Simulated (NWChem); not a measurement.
# One shape, several levels: C5H10 (3-methyl-1-butene)

Aim: a comparison of 5 runs (B3LYP/def2-SVP, BHLYP/def2-SVP, M06-2X/def2-SVP, M06-L/def2-SVP, PBE0/def2-SVP) of C5H10 (3-methyl-1-butene). 

Program for the calculation: NWChem 7.3.0.

## Step 1: The structure to begin with

C5H10: 15 atoms, total charge 0, spin state singlet. As SMILES, `C=CC(C)C`. The C3–C4 distance was set to 2.750 Å, away from the relaxed value. At this shape a bond of the SMILES string is far longer than usual.

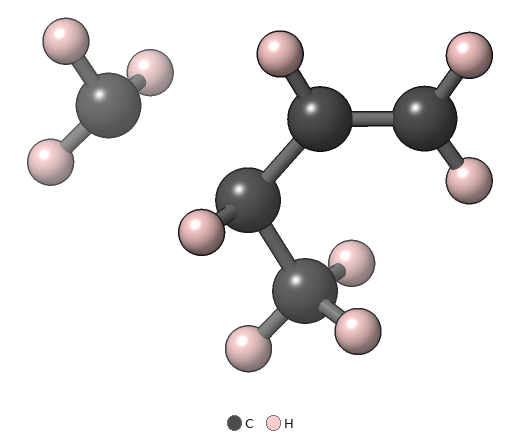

Viewed from a chosen angle; carbon dark grey, hydrogen pink.

## Step 2: The energy at B3LYP/def2-SVP (run 1)

Input file a.xyz:

```xyz
15
C5H10 B3LYP
C     -1.824843     1.697759     1.664190
C     -0.724643     0.958559     1.635590
C      0.397557     1.050559     0.646490
C      0.789600    -1.393500    -0.552500
C      0.217157     2.145859    -0.389310
H     -2.583543     1.541959     2.422190
H     -2.013043     2.482959     0.940390
H     -0.601143     0.183759     2.391390
H      1.305957     1.275459     1.224290
H      0.944200    -2.181400     0.188800
H      1.663700    -1.370700    -1.208000
H     -0.080500    -1.667700    -1.155400
H      0.106157     3.127659     0.076290
H     -0.668443     1.961459    -1.004310
H      1.081257     2.185959    -1.056210
```

Input file a.nw:

```
start a
title "C5H10 B3LYP"
memory stack 880 mb heap 220 mb global 1100 mb

geometry units angstroms noautosym nocenter noautoz
   load format xyz a.xyz
end

basis spherical bse
   * library def2-SVP
end

dft
   xc b3lyp
   grid fine
   convergence energy 1e-08
   iterations 100
   mulliken
   print medium
end

task dft
```

Started as:

```
nwchem a.nw > a.out
```

What it wrote:

```text
[...]
          Wavefunction type:  closed shell.
          No. of atoms     :    15
          No. of electrons :    40
[...]
          Charge           :     0
          Spin multiplicity:     1
[...]
          AO basis - number of functions:   120
[...]
              XC Information
              --------------
                         B3LYP Method XC Potential
                     Hartree-Fock (Exact) Exchange  0.200
                        Slater Exchange Functional  0.800 local
                    Becke 1988 Exchange Functional  0.720 non-local
              Lee-Yang-Parr Correlation Functional  0.810
                  VWN I RPA Correlation Functional  0.190 local
[...]
 d= 0,ls=0.0,diis     1   -196.1931607374 -3.56D+02  8.58D-03  3.97D-01     2.8
[...]
 d= 0,ls=0.0,diis    12   -196.2504090379 -2.17D-09  1.86D-07  2.23D-10    28.7
         Total DFT energy =     -196.250409037940
      One electron energy =     -578.426676189173
           Coulomb energy =      252.901809884984
    Exchange-Corr. energy =      -30.628404532298
 Nuclear repulsion energy =      159.902861798547
[...]
      Total Density - Mulliken Population Analysis
     ---------------------------------------------
    Atom       Charge   Shell Charges
 -----------   ------   -------------------------------------------------------
    1 C    6     6.01   1.99  0.90  0.21  2.08  0.81  0.03
    2 C    6     6.08   1.99  0.92  0.26  2.07  0.80  0.04
    3 C    6     5.97   1.99  0.96  0.19  1.95  0.86  0.03
    4 C    6     6.15   1.99  0.91  0.31  1.94  0.99  0.02
    5 C    6     6.01   1.98  0.91  0.09  2.14  0.86  0.03
    6 H    1     0.98   0.75  0.21  0.02
    7 H    1     0.99   0.75  0.21  0.02
    8 H    1     1.00   0.76  0.22  0.02
    9 H    1     0.97   0.75  0.20  0.02
   10 H    1     0.97   0.74  0.21  0.02
[...]
```

It took 29 s on 1 thread of Intel Xeon 6975P-C (Granite Rapids), shared host; peak memory 0.12 GiB.

## Step 3: A single-point energy at BHLYP/def2-SVP (run 2)

Input file c5h10.nw:

```
start c5h10
title "C5H10"
memory stack 880 mb heap 220 mb global 1100 mb

geometry units angstrom noautosym nocenter noautoz
C    -1.824843    1.697759    1.664190
C    -0.724643    0.958559    1.635590
C     0.397557    1.050559    0.646490
C     0.789600   -1.393500   -0.552500
C     0.217157    2.145859   -0.389310
H    -2.583543    1.541959    2.422190
H    -2.013043    2.482959    0.940390
H    -0.601143    0.183759    2.391390
H     1.305957    1.275459    1.224290
H     0.944200   -2.181400    0.188800
H     1.663700   -1.370700   -1.208000
H    -0.080500   -1.667700   -1.155400
H     0.106157    3.127659    0.076290
H    -0.668443    1.961459   -1.004310
H     1.081257    2.185959   -1.056210
end

basis spherical bse
* library def2-SVP
end

dft
xc bhlyp
grid fine
convergence energy 1e-08
maxiter 100
mulliken
end

task dft energy
```

Started as:

```
nwchem c5h10.nw > c5h10.out
```

What it wrote:

```text
[...]
          Wavefunction type:  closed shell.
          No. of atoms     :    15
          No. of electrons :    40
[...]
          Charge           :     0
          Spin multiplicity:     1
[...]
          AO basis - number of functions:   120
[...]
              XC Information
              --------------
                        BHLYP Method XC Functional
                     Hartree-Fock (Exact) Exchange  0.500
                        Slater Exchange Functional  0.500 local
                    Becke 1988 Exchange Functional  0.500 non-local
              Lee-Yang-Parr Correlation Functional  1.000
[...]
 d= 0,ls=0.0,diis     1   -196.0380616200 -3.56D+02  5.95D-03  3.17D-01     2.8
[...]
 d= 0,ls=0.0,diis     8   -196.0948883950 -5.39D-09  7.34D-06  1.74D-06    19.5
         Total DFT energy =     -196.094888395029
      One electron energy =     -578.248355422148
           Coulomb energy =      252.721962507805
    Exchange-Corr. energy =      -30.471357279233
 Nuclear repulsion energy =      159.902861798547
[...]
      Total Density - Mulliken Population Analysis
     ---------------------------------------------
    Atom       Charge   Shell Charges
 -----------   ------   -------------------------------------------------------
    1 C    6     6.04   1.99  0.89  0.22  2.05  0.87  0.03
    2 C    6     6.10   1.99  0.91  0.27  2.05  0.85  0.04
    3 C    6     6.00   1.99  0.94  0.23  1.92  0.89  0.04
    4 C    6     6.18   1.99  0.89  0.34  1.91  1.04  0.02
    5 C    6     6.04   1.99  0.89  0.14  2.11  0.89  0.03
    6 H    1     0.96   0.75  0.19  0.03
    7 H    1     0.97   0.75  0.19  0.03
    8 H    1     0.97   0.76  0.20  0.02
    9 H    1     0.96   0.75  0.18  0.02
   10 H    1     0.96   0.74  0.20  0.03
[...]
```

Run time: 20 s. Hardware: 1 thread of Intel Xeon 6975P-C (Granite Rapids), shared host; peak memory 0.12 GiB.

Runs 3 to 4 aren't shown in full; the table further down has their settings and results.

## Step 4: A single-point energy at PBE0/def2-SVP (run 5)

Input file run.py:

```python
from ase import Atoms
from ase.calculators.nwchem import NWChem

system = Atoms(['C', 'C', 'C', 'C', 'C', 'H', 'H', 'H', 'H', 'H', 'H', 'H', 'H', 'H', 'H'], positions=[
    [-1.824843, 1.697759, 1.664190],
    [-0.724643, 0.958559, 1.635590],
    [0.397557, 1.050559, 0.646490],
    [0.789600, -1.393500, -0.552500],
    [0.217157, 2.145859, -0.389310],
    [-2.583543, 1.541959, 2.422190],
    [-2.013043, 2.482959, 0.940390],
    [-0.601143, 0.183759, 2.391390],
    [1.305957, 1.275459, 1.224290],
    [0.944200, -2.181400, 0.188800],
    [1.663700, -1.370700, -1.208000],
    [-0.080500, -1.667700, -1.155400],
    [0.106157, 3.127659, 0.076290],
    [-0.668443, 1.961459, -1.004310],
    [1.081257, 2.185959, -1.056210],
])

calc = NWChem(
    label='a',
    theory='dft',
    memory='2200 mb',
    basis='def2-SVP',
    basispar='spherical bse',
    dft={'xc': 'pbe0', 'mult': '1', 'grid': 'fine', 'convergence': 'energy 1e-08', 'iterations': '100', 'mulliken': None},
    task='energy',
)
system.calc = calc

e = system.get_potential_energy()
print(f"E = {e:.6f} eV")
print("dipole (e A):", system.get_dipole_moment().round(4))
```

Started as:

```
export ASE_NWCHEM_COMMAND="nwchem PREFIX.nwi > PREFIX.nwo"
python run.py
```

What it wrote:

```text
E = -5333.146918 eV
dipole (e A): [-0.0052  0.1036  0.0135]
```

The calculator wrote a.nwi:

```
title "a"

permanent_dir a

scratch_dir a

start a

geometry units angstrom nocenter noautosym noautoz
  C  -1.8248430000000000e+00 1.6977590000000000e+00 1.6641900000000001e+00
  C  -7.2464300000000004e-01 9.5855900000000005e-01 1.6355900000000001e+00
  C  3.9755699999999999e-01 1.0505590000000000e+00 6.4649000000000001e-01
  C  7.8959999999999997e-01 -1.3935000000000000e+00 -5.5249999999999999e-01
  C  2.1715699999999999e-01 2.1458590000000002e+00 -3.8930999999999999e-01
  H  -2.5835430000000001e+00 1.5419590000000001e+00 2.4221900000000001e+00
  H  -2.0130430000000001e+00 2.4829590000000001e+00 9.4038999999999995e-01
  H  -6.0114299999999998e-01 1.8375900000000001e-01 2.3913899999999999e+00
  H  1.3059570000000000e+00 1.2754589999999999e+00 1.2242900000000001e+00
  H  9.4420000000000004e-01 -2.1814000000000000e+00 1.8880000000000000e-01
  H  1.6637000000000000e+00 -1.3707000000000000e+00 -1.2080000000000000e+00
  H  -8.0500000000000002e-02 -1.6677000000000000e+00 -1.1554000000000000e+00
  H  1.0615700000000000e-01 3.1276590000000000e+00 7.6289999999999997e-02
  H  -6.6844300000000001e-01 1.9614590000000001e+00 -1.0043100000000000e+00
  H  1.0812569999999999e+00 2.1859590000000000e+00 -1.0562100000000001e+00
end

memory 2200 mb

basis spherical bse noprint
   * library def2-SVP
end

dft
  xc pbe0
  mult 1
  grid fine
  convergence energy 1e-08
  iterations 100
  mulliken
end

task dft energy
```

a.nwo:

```text
Northwest Computational Chemistry Package (NWChem) 7.3.0
             --------------------------------------------------------

           Job information
           ---------------

    nwchem branch   = 7.3.0
    use scalapack   = T
    input           = a.nwi
    prefix          = a.
    data base       = a/a.db
    status          = startup
    nproc           =        1

           Memory information
           ------------------

    heap     =     72089596 doubles =      550.0 Mbytes
    stack    =     72089601 doubles =      550.0 Mbytes
    global   =    144179200 doubles =     1100.0 Mbytes (distinct from heap & stack)
    total    =    288358397 doubles =     2200.0 Mbytes
    verify   = yes
    hardfail = no

           Directory information
           ---------------------

  0 permanent = a
  0 scratch   = a

                                NWChem Input Module
                                -------------------

                                         a
                                         -

[... 95 lines left out ...]
  convergence criterion.
[... 17 lines left out ...]
          Convergence on energy requested:  1.00D-08
[... 1 line left out ...]
          Convergence on gradient requested:  5.00D-04
[... 22 lines left out ...]
          Convergence Information
[... 2 lines left out ...]
          total energy or number of iterations.
[... 27 lines left out ...]
 1-e energy   =    -573.110344
[... 30 lines left out ...]
   convergence    iter        energy       DeltaE   RMS-Dens  Diis-err    time
[... 38 lines left out ...]
      One electron energy =     -578.393799021168
[... 1 line left out ...]
    Exchange-Corr. energy =      -30.351025633923
[... 6 lines left out ...]
                       DFT Final Molecular Orbital Analysis
[... 857 lines left out ...]
     -------------------------------------------
      Total Density - Lowdin Population Analysis
     -------------------------------------------

    Atom       Charge   Shell Charges
 -----------   ------   -------------------------------------------------------
    1 C    6     6.06   1.97  0.60  0.32  1.86  1.25  0.07
    2 C    6     6.05   1.97  0.61  0.30  1.87  1.20  0.09
    3 C    6     5.99   1.96  0.63  0.34  1.76  1.22  0.08
[... 11 lines of this table left out ...]
   15 H    1     0.96   0.64  0.26  0.07

 center of mass
 --------------
 x =  -0.39354311 y =   1.64786821 z =   1.04884062

 moments of inertia (a.u.)
 ------------------
         699.140951039787         163.251709941653         199.983015873681
         163.251709941653         516.797650433606        -119.357337735999
         199.983015873681        -119.357337735999         692.257840428262

     Multipole analysis of the density
     ---------------------------------

     L   x y z        total         alpha         beta         nuclear
     -   - - -        -----         -----         ----         -------
     0   0 0 0     -0.000000    -20.000000    -20.000000     40.000000

     1   1 0 0     -0.009860      7.286042      7.286042    -14.581944
[... 8 lines of this table left out ...]
     2   0 0 2    -24.160830   -113.580012   -113.580012    202.999193

 Task  times  cpu:       28.7s     wall:       28.7s
 Total times  cpu:       28.7s     wall:       28.7s
```

Wall time 30 s (1 thread of Intel Xeon 6975P-C (Granite Rapids), shared host); peak memory 0.12 GiB.

## Step 5: All runs side by side

```csv
run,level,energy (Eh),dipole moment (D),HOMO energy (eV),LUMO energy (eV),wall time
1,B3LYP/def2-SVP,-196.250409,0.53,-5.95,-2.44,29 s
2,BHLYP/def2-SVP,-196.094888,0.51,-6.82,-1.27,20 s
3,M06-2X/def2-SVP,-196.114951,0.45,-7.02,-1.47,35 s
4,M06-L/def2-SVP,-196.213666,0.61,-5.43,-3.02,43 s
5,PBE0/def2-SVP,-195.989536,0.50,-6.15,-2.27,30 s
```

## Step 6: Results

| quantity | value |
| --- | --- |
| run 5: total energy | -195.98954 Eh |
| run 5: dipole moment | 0.50 D |
| run 5: HOMO energy | -6.15 eV |
| run 5: LUMO energy | -2.27 eV |
| run 5: HOMO–LUMO gap | 3.88 eV |

In words: The dipole moment (its size) runs from 0.45 D (M06-2X/def2-SVP) to 0.61 D (M06-L/def2-SVP). The HOMO–LUMO gap runs from 2.41 eV (M06-L/def2-SVP) to 5.55 eV (BHLYP/def2-SVP). Totals of different functionals can't be ranked against each other. In runs 1, 2, 3, 4, 5 a closed-shell determinant meets a far-stretched bond, which it describes badly. All runs together took 2.6 min, the longest 43 s.
